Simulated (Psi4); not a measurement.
# AlNH2Cl (SMILES [NH2][Al][Cl]) at UBLYP/aug-cc-pVDZ

What is the vertical electron affinity of AlNH2Cl at UBLYP/aug-cc-pVDZ? 

The calculation is run with Psi4 1.11.

1 further run of the same task is left out (set aside as unsound or not needed).

## 1. Starting point

AlNH2Cl has 5 atoms, charge 0, and is taken as a doublet. SMILES: `[NH2][Al][Cl]`. The coordinates come from a PBE0-D4/def2-TZVP relaxation. This is one conformer, not always the lowest.

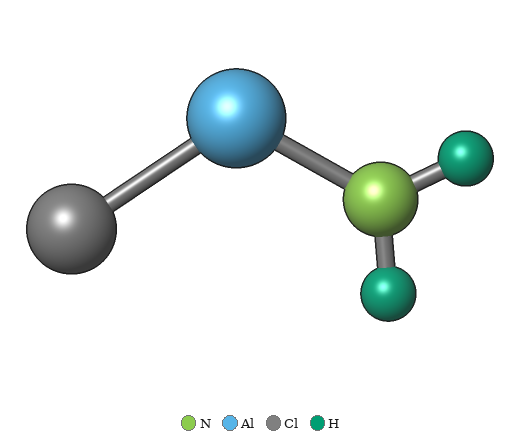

The structure, seen from a chosen angle (nitrogen green, aluminium blue, chlorine grey, hydrogen teal).

## 2. Energy and forces at UBLYP/aug-cc-pVDZ

input.json reads:

```json
{
  "schema_name": "qcschema_input",
  "schema_version": 1,
  "molecule": {
    "schema_name": "qcschema_molecule",
    "schema_version": 2,
    "symbols": ["N", "Al", "Cl", "H", "H"],
    "geometry": [-1.03821553, 0.87248655, -0.43841646, 0.76080374, -0.55104414, 1.98251168, 3.60370772, -3.11748119, 0.83299128, -2.44454971, 2.12272936, -0.15779213, -0.7872599, 0.53422558, -2.29771799],
    "molecular_charge": 0,
    "molecular_multiplicity": 2,
    "fix_symmetry": "c1"
  },
  "driver": "gradient",
  "model": {
    "method": "blyp",
    "basis": "aug-cc-pVDZ"
  },
  "keywords": {
    "reference": "uks",
    "puream": true,
    "e_convergence": 1e-09,
    "d_convergence": 1e-08,
    "scf_type": "pk",
    "dft_radial_points": 99,
    "dft_spherical_points": 590,
    "maxiter": 100
  }
}
```

On the command line:

```console
$ psi4 --qcschema input.json -n 1 --memory 2200MB
```

stdout:

```text
[...]
  Running in c1 symmetry.
[...]
  Nuclear repulsion =  119.524169408045751
[...]
  Multiplicity = 2
[...]
  Nalpha       = 20
  Nbeta        = 19
[...]
    Number of basis functions: 95
[...]
   @UKS iter   1:  -758.06599863023507    1.21990e-01   1.17232e-02 DIIS/ADIIS
[...]
   @UKS iter  14:  -758.64135199387624   -5.68434e-13   5.10685e-09 DIIS
[...]
   @S^2 Observed:                7.515373427E-01
[...]
    Orbital Energies [Eh]
    ---------------------
    Alpha Occupied:
       1A   -100.728910     2A    -55.498666     3A    -14.012371
       4A     -9.160519     5A     -6.989380     6A     -6.984495
       7A     -6.984133     8A     -3.970382     9A     -2.582802
      10A     -2.581699    11A     -2.578621    12A     -0.762680
      13A     -0.727691    14A     -0.440848    15A     -0.402528
      16A     -0.337124    17A     -0.284998    18A     -0.281103
      19A     -0.233069    20A     -0.183652
    Alpha Virtual:
      21A     -0.058199    22A     -0.027519    23A     -0.011626
      24A      0.004571    25A      0.015756    26A      0.023005
[...]
  @UKS Final Energy:  -758.64135199387624
   => Energetics <=
    Nuclear Repulsion Energy =            119.5241694080457506
    One-Electron Energy =               -1286.1797577583338352
    Two-Electron Energy =                 462.5853707981167986
    DFT Exchange-Correlation Energy =     -54.5711344417050483
    Empirical Dispersion Energy =           0.0000000000000000
    VV10 Nonlocal Energy =                  0.0000000000000000
    Total Energy =                       -758.6413519938762420
[...]
 Multipole Moments:
 ------------------------------------------------------------------------------------
     Multipole            Electronic (a.u.)      Nuclear  (a.u.)        Total (a.u.)
 ------------------------------------------------------------------------------------
 L = 1.  Multiply by 2.5417464519 to convert [e a0] to [Debye]
 Dipole X            :          3.0807991           -3.7462745           -0.6654754
 Dipole Y            :         -2.5370142            3.1189524            0.5819382
 Dipole Z            :          2.5846470           -2.6086102           -0.0239632
 Magnitude           :                                                    0.8843550
[...]
  -Total Gradient:
     Atom            X                  Y                   Z
    ------   -----------------  -----------------  -----------------
       1        0.004910396289    -0.003966380134     0.005329830248
       2        0.000942627852    -0.002139154331    -0.020644312731
       3       -0.013191324896     0.011877614857     0.004891065310
       4        0.008634477399    -0.007656066383    -0.001321027147
       5       -0.001301202234     0.001887115746     0.011724365629
[...]
```

The result, in JSON:

```text
{
 "driver": "gradient",
 "model": {
  "method": "blyp",
  "basis": "aug-cc-pVDZ"
 },
 "success": true,
 "return_result": [0.0049103962885365116, -0.003966380133722247, 0.005329830247892353, 0.0009426278515309999, -0.0021391543312392347, -0.020644312731485842, -0.013191324896168186, 0.01187761485697894, 0.004891065310476311, 0.00863447739851439, -0.007656066382607157, -0.0013210271470015487, -0.0013012022343475323, 0.0018871157456623947, 0.011724365628953681],
 "properties": {
  "calcinfo_nbasis": 95,
  "calcinfo_nmo": 95,
  "calcinfo_nalpha": 20,
  "calcinfo_nbeta": 19,
  "calcinfo_natom": 5,
  "nuclear_repulsion_energy": 119.52416940804575,
  "return_energy": -758.6413519938762,
  "return_gradient": [0.0049103962885365116, -0.003966380133722247, 0.005329830247892353, 0.0009426278515309999, -0.0021391543312392347, -0.020644312731485842, -0.013191324896168186, 0.01187761485697894, 0.004891065310476311, 0.00863447739851439, -0.007656066382607157, -0.0013210271470015487, -0.0013012022343475323, 0.0018871157456623947, 0.011724365628953681],
  "scf_one_electron_energy": -1286.1797577583338,
  "scf_two_electron_energy": 462.5853707981168,
  "scf_xc_energy": -54.57113444170505,
  "scf_dipole_moment": [-0.6654753941830096, 0.5819381983518501, -0.023963166553778947],
  "scf_total_energy": -758.6413519938762,
  "scf_total_gradient": [0.0049103962885365116, -0.003966380133722247, 0.005329830247892353, 0.0009426278515309999, -0.0021391543312392347, -0.020644312731485842, -0.013191324896168186, 0.01187761485697894, 0.004891065310476311, 0.00863447739851439, -0.007656066382607157, -0.0013210271470015487, -0.0013012022343475323, 0.0018871157456623947, 0.011724365628953681],
  "scf_iterations": 14
 }
}
```

Wall time 49 s (1 thread of INTEL XEON PLATINUM 8581C at 2.10GHz (Emerald Rapids), shared host); peak memory 1.2 GiB.

## 3. The singlet anion: a single-point energy at BLYP/aug-cc-pVDZ

job.inp reads:

```
memory 2200 mb

molecule {
  -1 1
  N
  Al 1 R2
  Cl 2 R3 1 A3
  H 1 R4 2 A4 3 D4
  H 1 R5 4 A5 2 D5

  R2 = 1.764931
  R3 = 2.116054
  A3 = 116.66369
  R4 = 1.006777
  A4 = 124.89908
  D4 = 179.97292
  R5 = 1.008829
  A5 = 110.96273
  D5 = 179.98219
  symmetry c1
}

set basis aug-cc-pVDZ
set puream true
set e_convergence 1e-09
set d_convergence 1e-08
set scf_type pk
set dft_radial_points 99
set dft_spherical_points 590

e = energy("blyp")
print_variables()
```

On the command line:

```console
$ psi4 -n 1 job.inp job.out
```

job.out:

```text
[...]
  Running in c1 symmetry.
[...]
  Nuclear repulsion =  119.524170795089432
[...]
  Multiplicity = 1
[...]
  Nalpha       = 20
  Nbeta        = 20
[...]
    Number of basis functions: 95
[...]
   @RKS iter   1:  -757.98297110864871    2.05018e-01   1.24101e-02 DIIS/ADIIS
[...]
   @RKS iter  13:  -758.68613927627769   -7.27596e-12   4.61386e-09 DIIS
[...]
    Orbital Energies [Eh]
    ---------------------
    Doubly Occupied:
       1A   -100.547057     2A    -55.269669     3A    -13.826814
       4A     -8.979995     5A     -6.807236     6A     -6.804567
       7A     -6.803973     8A     -3.742914     9A     -2.354925
      10A     -2.354064    11A     -2.350861    12A     -0.582514
      13A     -0.549068    14A     -0.263511    15A     -0.211910
      16A     -0.153973    17A     -0.111606    18A     -0.107120
      19A     -0.053379    20A      0.037208
[...]
  @RKS Final Energy:  -758.68613927627769
   => Energetics <=
    Nuclear Repulsion Energy =            119.5241707950894323
    One-Electron Energy =               -1293.6928571457149246
    Two-Electron Energy =                 470.2219564436076666
    DFT Exchange-Correlation Energy =     -54.7394093692600237
    Empirical Dispersion Energy =           0.0000000000000000
    VV10 Nonlocal Energy =                  0.0000000000000000
    Total Energy =                       -758.6861392762776859
[...]
 Multipole Moments:
 ------------------------------------------------------------------------------------
     Multipole            Electronic (a.u.)      Nuclear  (a.u.)        Total (a.u.)
 ------------------------------------------------------------------------------------
 L = 1.  Multiply by 2.5417464519 to convert [e a0] to [Debye]
 Dipole X            :          0.0002414           -0.0002703           -0.0000289
 Dipole Y            :         -3.1273995            1.7471644           -1.3802351
 Dipole Z            :          4.7053746           -5.2454450           -0.5400704
 Magnitude           :                                                    1.4821353
[...]
```

Run time: 14 s. Hardware: 1 thread of INTEL XEON PLATINUM 8581C at 2.10GHz (Emerald Rapids), shared host; peak memory 1.2 GiB.

## 4. Results

At UBLYP/aug-cc-pVDZ:

| quantity | value |
| --- | --- |
| doublet AlNH2Cl: total energy | -758.64135 Eh |
| doublet AlNH2Cl: dipole moment | 2.25 D |
| doublet AlNH2Cl: HOMO energy (highest over α and β) | -5.00 eV |
| doublet AlNH2Cl: LUMO energy (lowest over α and β) | -3.56 eV |
| doublet AlNH2Cl: ⟨S²⟩ | 0.752 |
| doublet AlNH2Cl: largest force on an atom | 1.068 eV/Å |
| singlet anion: total energy | -758.68614 Eh |
| singlet anion: HOMO energy | 1.01 eV |
| singlet anion: LUMO energy | 2.47 eV |
| singlet anion: HOMO–LUMO gap (to an unbound level, set by the basis) | 1.46 eV |
| vertical electron affinity (to the singlet anion) | 1.219 eV |

What this shows: At fixed nuclei the extra electron is bound by 1.22 eV (28 kcal/mol). The largest force (doublet AlNH2Cl) is 1.07 eV/Å: the shape isn't a stationary point for this species at this level. The HOMO (singlet anion) lies at positive energy, 1.01 eV, as semi-local functionals often give for anions; only total energies tell whether the electron is bound.
